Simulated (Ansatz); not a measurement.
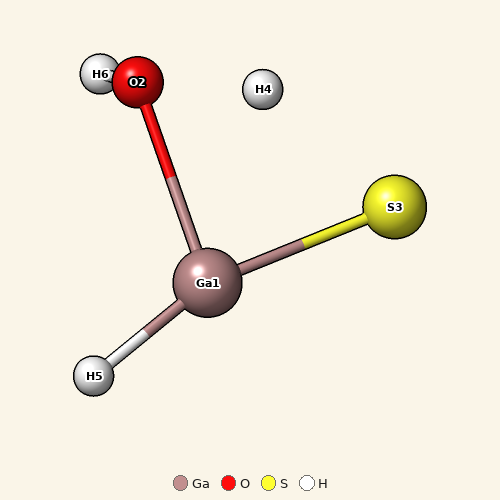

The system is the reacting system GaH₃OS; the picture shows the reference structure. Coordinates scanned: (1) distance O2–H4 (bond that forms); (2) distance S3–H4 (bond that breaks). Relaxed at each point: all other coordinates. The grid has 11 × 11 points. Points are written as (first, second). Energies: kcal/mol, counted from a guessed transition structure relaxed with its forming and breaking bonds held. The reference is spin-restricted, so regions where a bond is pulled apart into radicals lie too high. Method: RKS PBE0-D4/def2-SVP (Ansatz).

Its coordinates:

```yaml
atoms:
  - { symbol: Ga, position_ang: [-1.0032, 0.1497, -0.3499] }
  - { symbol: O, position_ang: [0.8613, 0.3043, 0.7999] }
  - { symbol: S, position_ang: [-0.3798, -1.8091, -0.7255] }
  - { symbol: H, position_ang: [0.7586, -0.8568, 0.2826] }
  - { symbol: H, position_ang: [-1.8125, 1.4614, -0.3303] }
  - { symbol: H, position_ang: [1.5756, 0.7505, 0.3233] }
```

Range: distance O2–H4 (bond that forms) from 0.873 to 2.673 Å; distance S3–H4 (bond that breaks) from 1.224 to 3.024 Å.

### What will the energy surface look like?

The lowest grid point is at (2.673 Å, 1.325 Å), −29 kcal/mol from a guessed transition structure relaxed with its forming and breaking bonds held. It lies at the edge of the scanned range, so the true minimum may lie outside. Other grid points that lie below all their neighbours: (0.974 Å, 2.586 Å) (15 kcal/mol higher). The highest grid point, (0.873 Å, 1.224 Å), lies 153 kcal/mol above the lowest. On the interpolated surface the lowest path from the side where the first distance is long, about (2.67 Å, 1.35 Å), to the well on the other side, (0.974 Å, 2.586 Å), has its top at about (1.26 Å, 1.68 Å), about 25 kcal/mol above the start and 9.4 kcal/mol above the end.

```tsv
second ↓, first →	0.873	0.974	1.114	1.273	1.446	1.630	1.824	2.026	2.235	2.451	2.673
3.024	−6	−13	−4	15	36	55	68	77	81	83	85
2.802	−6	−13	−6	13	33	50	62	69	73	74	75
2.586	−6	−14	−7	10	28	43	54	59	62	63	64
2.377	−5	−13	−8	7	23	35	44	48	49	50	50
2.175	−2	−12	−9	3	16	26	32	34	35	35	35
1.981	3	−9	−9	0	8	15	18	18	18	18	18
1.797	11	−3	−7	−3	1	3	3	3	2	1	1
1.624	26	8	−1	−4	−6	−8	−10	−12	−13	−14	−15
1.465	51	27	10	−1	−8	−14	−18	−21	−24	−25	−26
1.325	86	55	28	9	−4	−13	−19	−23	−26	−28	−29
1.224	124	86	51	26	8	−3	−11	−16	−19	−21	−22
```

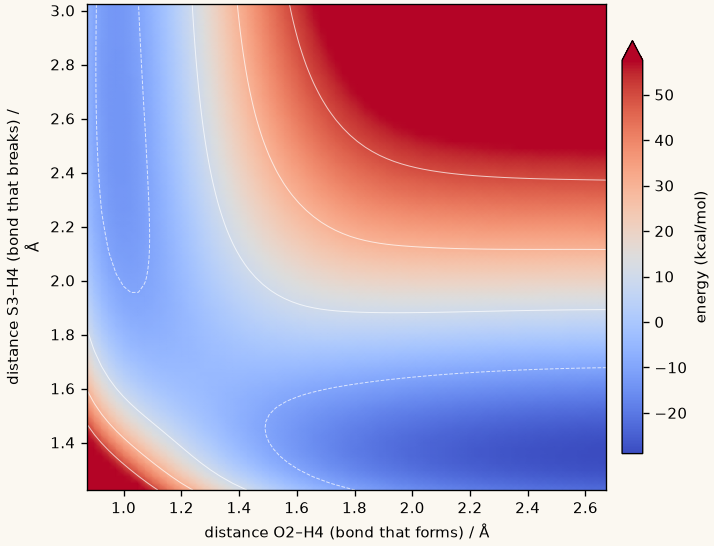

Drawn: a smooth colour map with a few white contour lines, one colour for all values above the top of the scale. Between grid points the surface is interpolated.

Each point was launched as `ansatz run input.yaml --threads 1 --pin off --max-ram 2560MiB --backend cpu --events-out ev --progress --plain --runs-dir out`. Time for the 121 points that were run: 24 min on 1 thread of Arm Neoverse V2, on a shared host.
